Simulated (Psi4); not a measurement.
# GaNH3 (SMILES [NH2][GaH]): UB3LYP/6-31G(d) (spherical functions)

Aim: the vertical ionisation energy of GaNH3 at UB3LYP/6-31G* (spherical functions), from 2 runs. The job is set up through a Python script.

The results are computed with Psi4 1.11.

2 further runs of the same task are left out: 1 that didn't finish, 1 set aside as unsound or not needed.

**1. The molecule**

GaNH3 has 5 atoms, charge 0, and is taken as a doublet. As SMILES, `[NH2][GaH]`. The shape is that of a PBE0-D4/def2-TZVP optimisation. This is one conformer, not always the lowest.

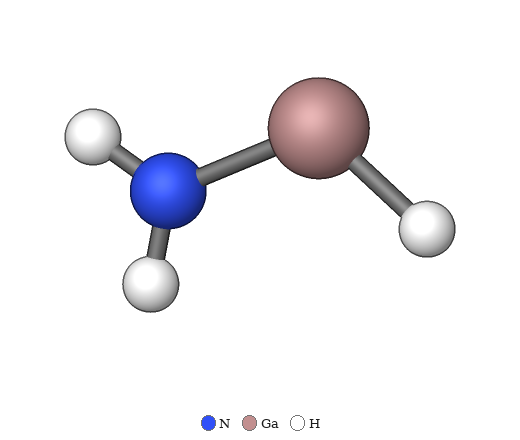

Viewed from a chosen angle; nitrogen blue, gallium pink, hydrogen white.

**2. A single-point energy at UB3LYP/6-31G(d) (spherical functions)**

gah3n.xyz

```xyz
5
GaH3N
N     -0.211900    -0.684000     0.064700
Ga     0.815500     0.782900     0.417000
H     -0.946800    -0.701300    -0.625100
H     -0.115200    -1.569300     0.532000
H      0.508200     2.097900    -0.430100
```

gah3n.py

```python
import psi4

psi4.set_memory(2200000000)
psi4.set_num_threads(1)
psi4.set_output_file('run.log', False)

with open('gah3n.xyz') as f:
    atoms = ''.join(f.readlines()[2:])
mol = psi4.geometry('0 2\n' + atoms + 'symmetry c1\nno_reorient\nno_com')

psi4.set_options({
    'reference': 'uks',
    'puream': True,
    'e_convergence': 1e-09,
    'd_convergence': 1e-08,
    'scf_type': 'pk',
    'dft_radial_points': 99,
    'dft_spherical_points': 590,
    'maxiter': 100,
})

e, wfn = psi4.energy('b3lyp/6-31G*', molecule=mol, return_wfn=True)
print(f'total energy {e:.8f} hartree = {e * 27.211386:.5f} eV')
for k, v in sorted(psi4.core.scalar_variables().items()):
    print(f'{k:45s} {v:18.10f}')
```

Launch:

```
python gah3n.py
```

run.log:

```text
[...]
  Running in c1 symmetry.
[...]
  Nuclear repulsion =   95.419926874908640
[...]
  Multiplicity = 2
[...]
  Nalpha       = 21
  Nbeta        = 20
[...]
    Number of basis functions: 52
[...]
   @UKS iter   1: -1979.22012447357019   -1.72983e+00   5.68509e-02 ADIIS/DIIS
[...]
   @UKS iter  14: -1981.14449757511557    0.00000e+00   3.00345e-09 DIIS
[...]
   @S^2 Observed:                7.527781450E-01
[...]
    Orbital Energies [Eh]
    ---------------------
    Alpha Occupied:
       1A   -372.546999     2A    -45.940301     3A    -40.696352
       4A    -40.695042     5A    -40.693356     6A    -14.308838
       7A     -5.510517     8A     -3.795576     9A     -3.791591
      10A     -3.787817    11A     -0.855943    12A     -0.827698
      13A     -0.826105    14A     -0.823654    15A     -0.822593
      16A     -0.797602    17A     -0.481307    18A     -0.455604
      19A     -0.341469    20A     -0.254329    21A     -0.195969
    Alpha Virtual:
      22A     -0.036730    23A      0.020951    24A      0.079381
      25A      0.085011    26A      0.127445    27A      0.145684
[...]
  @UKS Final Energy: -1981.14449757511557
   => Energetics <=
    Nuclear Repulsion Energy =             95.4199268749086400
    One-Electron Energy =               -2949.3783255808880313
    Two-Electron Energy =                 939.6971594089001201
    DFT Exchange-Correlation Energy =     -66.8832582780358962
    Empirical Dispersion Energy =           0.0000000000000000
    VV10 Nonlocal Energy =                  0.0000000000000000
    Total Energy =                      -1981.1444975751155653
[...]
 Multipole Moments:
 ------------------------------------------------------------------------------------
     Multipole            Electronic (a.u.)      Nuclear  (a.u.)        Total (a.u.)
 ------------------------------------------------------------------------------------
 L = 1.  Multiply by 2.5417464519 to convert [e a0] to [Debye]
 Dipole X            :        -44.1940314           43.9236602           -0.2703712
 Dipole Y            :        -36.8976821           36.4890997           -0.4085824
 Dipole Z            :        -24.3790023           24.2956419           -0.0833604
 Magnitude           :                                                    0.4969800
[...]
```

On the terminal:

```text
total energy -1981.14449758 hartree = -53909.68765 eV
CURRENT ENERGY                                  -1981.1444975751
CURRENT REFERENCE ENERGY                        -1981.1444975751
DD SOLVATION ENERGY                                 0.0000000000
DFT FUNCTIONAL TOTAL ENERGY                     -1981.1444975751
DFT TOTAL ENERGY                                -1981.1444975751
DFT VV10 ENERGY                                     0.0000000000
DFT XC ENERGY                                     -66.8832582780
GRID ELECTRONS ALPHA                               20.9999999342
GRID ELECTRONS BETA                                19.9999999672
GRID ELECTRONS TOTAL                               40.9999999014
NUCLEAR REPULSION ENERGY                           95.4199268749
ONE-ELECTRON ENERGY                             -2949.3783255809
PCM POLARIZATION ENERGY                             0.0000000000
PE ENERGY                                           0.0000000000
SCF ITERATION ENERGY                            -1981.1444975751
SCF ITERATIONS                                     14.0000000000
SCF TOTAL ENERGY                                -1981.1444975751
TWO-ELECTRON ENERGY                               939.6971594089
XC GRID RADIAL POINTS                              99.0000000000
XC GRID SPHERICAL POINTS                          590.0000000000
XC GRID TOTAL POINTS                           280491.0000000000
```

It took 7.2 s on 1 thread of AMD EPYC 9R45 (Zen 5), shared host; peak memory 0.6 GiB.

**3. The singlet cation: energy and gradient at B3LYP/6-31G(d) (spherical functions)**

run.py

```python
import psi4

psi4.set_memory(2200000000)
psi4.set_num_threads(1)
psi4.core.set_output_file('psi4.out', False)

geom = psi4.geometry("""
1 1
N     -0.211900    -0.684000     0.064700
Ga     0.815500     0.782900     0.417000
H     -0.946800    -0.701300    -0.625100
H     -0.115200    -1.569300     0.532000
H      0.508200     2.097900    -0.430100
symmetry c1
no_reorient
no_com
""")

psi4.set_options(dict(puream=True, e_convergence=1e-09, d_convergence=1e-08, scf_type='pk', dft_radial_points=99, dft_spherical_points=590))

energy_value, wavefunction = psi4.gradient("b3lyp/6-31G*", molecule=geom, return_wfn=True)
psi4.oeprop(wavefunction, "LOWDIN_CHARGES", "DIPOLE", "QUADRUPOLE")
print('gradient / Eh bohr^-1')
print(energy_value.np.round(6))
print(f'energy = {wavefunction.energy():.10f} Eh')
```

Launch:

```
python run.py
```

psi4.out, cut to the lines that bear on the results:

```text
[...]
  Running in c1 symmetry.
[...]
  Nuclear repulsion =   95.419926874908640
[...]
  Multiplicity = 1
[...]
  Nalpha       = 20
  Nbeta        = 20
[...]
    Number of basis functions: 52
[...]
   @RKS iter   1: -1979.07589357727352   -1.58560e+00   5.60412e-02 DIIS/ADIIS
[...]
   @RKS iter  13: -1980.84919928268278   -1.36424e-12   1.87917e-09 DIIS
[...]
  @RKS Final Energy: -1980.84919928268278
   => Energetics <=
    Nuclear Repulsion Energy =             95.4199268749086400
    One-Electron Energy =               -2937.5348830180810182
    Two-Electron Energy =                 927.9114420178284490
    DFT Exchange-Correlation Energy =     -66.6456851573385762
    Empirical Dispersion Energy =           0.0000000000000000
    VV10 Nonlocal Energy =                  0.0000000000000000
    Total Energy =                      -1980.8491992826827754
[...]
  -Total Gradient:
     Atom            X                  Y                   Z
    ------   -----------------  -----------------  -----------------
       1       -0.030267798799    -0.002367730934    -0.027744656118
       2        0.042925554452     0.009180497556     0.036803780554
       3        0.005356949959    -0.009760545946     0.009259341780
       4       -0.000208046170     0.008351294969    -0.003729617140
       5       -0.017806945147    -0.005403041326    -0.014589317887
[...]
 Multipole Moments:
 ------------------------------------------------------------------------------------
     Multipole            Electronic (a.u.)      Nuclear  (a.u.)        Total (a.u.)
 ------------------------------------------------------------------------------------
 L = 1.  Multiply by 2.5417464519 to convert [e a0] to [Debye]
 Dipole X            :        -42.5618742           43.9236602            1.3617860
 Dipole Y            :        -35.6001841           36.4890997            0.8889156
 Dipole Z            :        -23.4270922           24.2956419            0.8685496
 Magnitude           :                                                    1.8436406
 L = 2.  Multiply by 1.3450342976 to convert [e a0^2] to [Debye ang]
 Quadrupole XX       :        -89.1253515           78.9152745          -10.2100770
 Quadrupole XY       :        -77.9656248           81.1260496            3.1604248
[...]
```

The script printed:

```text
gradient / Eh bohr^-1
[[-0.030268 -0.002368 -0.027745]
 [ 0.042926  0.00918   0.036804]
 [ 0.005357 -0.009761  0.009259]
 [-0.000208  0.008351 -0.00373 ]
 [-0.017807 -0.005403 -0.014589]]
energy = -1980.8491992827 Eh
```

It took 5.7 s on 1 thread of AMD EPYC 9R45 (Zen 5), shared host; peak memory 0.6 GiB.

**4. Outcome**

At UB3LYP/6-31G* (spherical functions):

```
                                          quantity           value
                       doublet GaNH3: total energy  -1981.14450 Eh
                      doublet GaNH3: dipole moment          1.26 D
 doublet GaNH3: HOMO energy (highest over α and β)        -5.33 eV
  doublet GaNH3: LUMO energy (lowest over α and β)        -2.68 eV
                               doublet GaNH3: ⟨S²⟩           0.753
                      singlet cation: total energy  -1980.84920 Eh
                       singlet cation: HOMO energy       -13.20 eV
                       singlet cation: LUMO energy       -10.70 eV
                     singlet cation: HOMO–LUMO gap         2.50 eV
          singlet cation: largest force on an atom      2.946 eV/Å
vertical ionisation energy (to the singlet cation)        8.035 eV
```

Removing an electron at fixed nuclei costs 8.04 eV (185 kcal/mol). Only the singlet of the ionised species was computed; a triplet could lie lower.
